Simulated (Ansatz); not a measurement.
A series of calculations on ZrN₂H₅Cl₃

### Relaxation

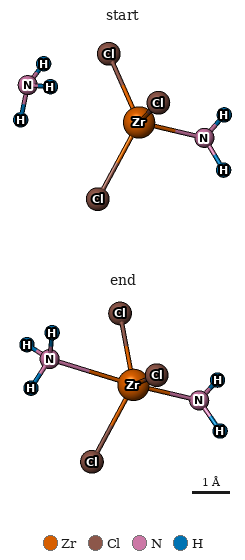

The structure of ZrN2H5Cl3 before (top) and after (bottom) a relaxation, at one scale.

The picture is a ball-and-stick view, seen from a free direction.

The run prepares an end point of a later path (reaction) calculation, from a guessed geometry.

Computed with RKS revPBE/def2-SVP in Ansatz. Set-up: no spin polarisation; force threshold 0.03 eV/Å; at most 50 steps.

Q: Summarise the run.

A: The energy falls by 0.754 eV in 23 accepted moves (27 points after the start). Largest force component: 1 eV/Å at the start, 0.015 eV/Å at the end. The line search rejected the trial steps at points 16, 21, 23, 26 of the run. The forces were under the threshold at step 5, but the run went on from there. An N atom moves most after the best rigid fit: 0.68 Å. By element the largest moves are N 0.68 Å, H 0.66 Å, Cl 0.36 Å, Zr 0.19 Å. Some distances before and after: N–Zr 3.408 → 2.540 Å, H–Zr 3.329 → 3.072 Å, H–Zr 3.283 → 3.080 Å, Cl–Zr 2.484 → 2.404 Å. New bonds form, among them: N–Zr (3.41 → 2.54 Å). Among the angles between lasting bonds that change: Cl–Zr–N 102.6° → 93.4°, Cl–Zr–Cl 119.4° → 123.4°, H–N–H 110.2° → 106.3°.

Limits of the set-up: the start holds two separate molecules, 2.6 Å apart at their closest, whose relative position is a soft coordinate and is computed without a dispersion correction.

### Relaxation

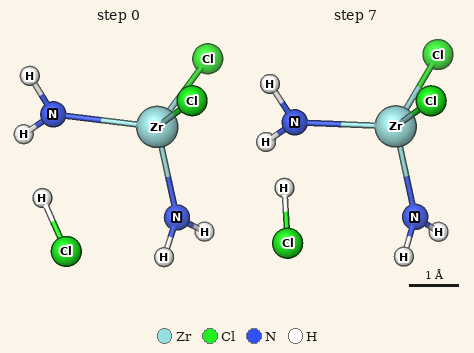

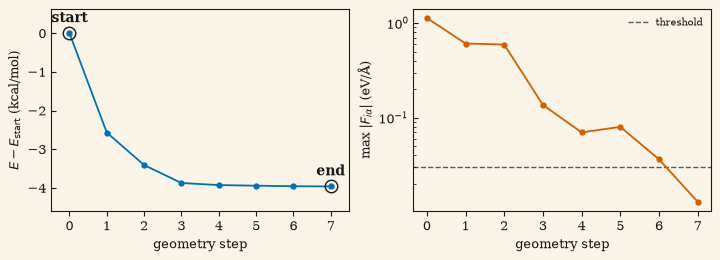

First and last geometry of a relaxation of ZrN$_{2}$H$_{5}$Cl$_{3}$, with the history of the run. A ball-and-stick model, seen at a tilt.

The run prepares an end point of a later path (reaction) calculation, from a guessed geometry.

Level of theory: RKS revPBE/def2-SVP in Ansatz. Set-up: no spin polarisation; force threshold 0.03 eV/Å; at most 50 steps.

What do the curves and the structures tell?

Answer. It converged. After 7 geometry steps the energy has fallen by 3.96 kcal/mol. Largest force component: 1.1 eV/Å at the start, 0.013 eV/Å at the end. The largest move after the best rigid fit is that of a Cl atom, 0.37 Å. Largest moves by element: Cl 0.37 Å, H 0.31 Å, N 0.22 Å, Zr 0.03 Å. Near-neighbour distances that change, for instance: H–Zr 3.092 → 2.856 Å, N–Zr 2.166 → 2.088 Å, Cl–H 1.348 → 1.362 Å, Cl–Zr 2.385 → 2.380 Å. Bond angles that change, for instance: N–Zr–N 107.4° → 103.9°, Cl–Zr–N 104.6° → 107.0°. The run took 17 s on 4 threads of Arm Neoverse V2, on a shared host, peak memory 0.22 GiB.

Limits of the set-up: the start holds two separate molecules, 2.3 Å apart at their closest, whose relative position is a soft coordinate and is computed without a dispersion correction.

### Path

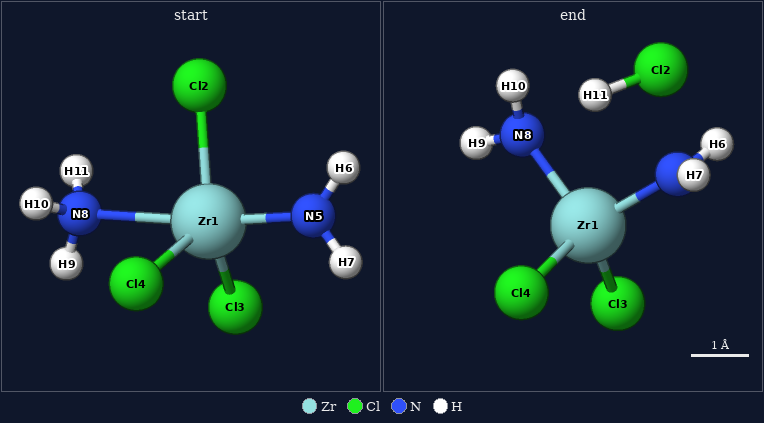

The two relaxed end points of a path for ZrN₂H₅Cl₃. The picture is a ball-and-stick view, seen at a tilt.

Method: RKS revPBE/def2-SVP in Ansatz.

Run with 5 movable images; climbing image; force threshold 0.03 eV/Å; iteration limit 60.

Start:
```xyz
11

Zr    0.0565    0.0179    0.0745
Cl   -0.5693   -0.3520    2.3665
Cl    2.2491   -0.4515   -0.7899
Cl   -1.0088    1.7622   -1.1868
N    -0.9366   -1.6256   -0.5882
H    -1.5298   -2.2594   -0.0389
H    -0.9246   -1.9637   -1.5605
N     1.2675    1.9695    1.1580
H     2.0629    2.2874    0.5849
H     0.6542    2.7888    1.2800
H     1.6475    1.7528    2.0909
```

End:
```xyz
11

Zr    0.5487    0.3739   -0.7286
Cl    0.8877   -0.6262    2.8972
Cl    2.7011   -0.6304   -0.8850
Cl   -0.0760    1.5010   -2.7217
N    -0.9636   -0.8689   -0.2552
H    -0.8975   -1.5113    0.5477
H    -1.8554   -1.0224   -0.7421
N     0.6129    1.7156    0.8698
H     1.3774    2.3975    0.9825
H    -0.2240    2.1134    1.3172
H     0.8573    0.4842    2.1086
```

Q: What barrier does the band find between them, and by what path?

A: The highest point, image 5, lies 35.6 kcal/mol above the start and 0.0 kcal/mol above the end; the end is at +35.6 kcal/mol relative to the start. Breaking: N8–H11 (1.03 → 1.65 at the top → 1.76 Å), Zr1–Cl2 (2.40 → 3.56 at the top → 3.78 Å). Forming: Cl2–H11 (3.07 → 1.39 at the top → 1.36 Å). The band converged in 29 iterations, with a climbing image at the top. At the top, the vibrational analysis gives one imaginary mode (55i cm⁻¹), as a transition state must have.

Energies of the converged images:

```tsv
image	path (Å)	E (kcal/mol)
0	0.00	0.0
1	1.27	0.4
2	2.55	1.8
3	3.82	1.8
4	5.10	10.3
5	6.37	35.6
6	6.60	35.6
```

The geometry at the top of the path:

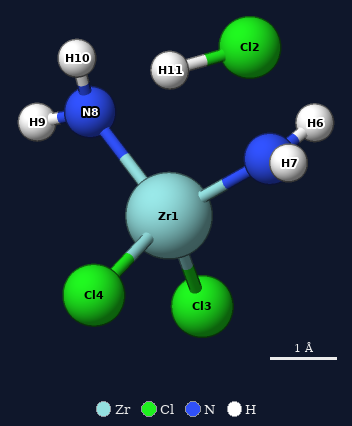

The run took 4.5 min on 4 threads of Arm Neoverse V2, on a shared host, peak memory 0.22 GiB.
